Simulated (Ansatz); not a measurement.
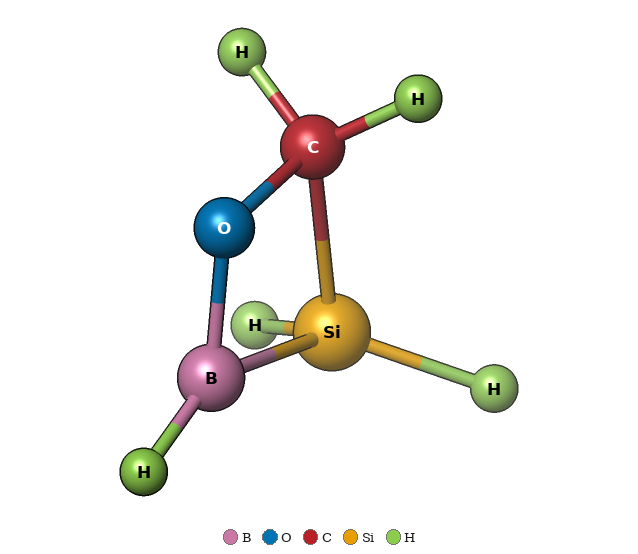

Depth is shown by fading: the farther an atom, the more it takes the colour of the background. Computed geometry: PBE0-D4/def2-TZVP optimisation. No frequency run is at hand to confirm it as a minimum.

Which symmetry elements does this geometry have?

Answer. It has 1 mirror plane, so the point group is Cs. The group has 2 operations. The geometry is achiral, and symmetry allows a dipole moment.
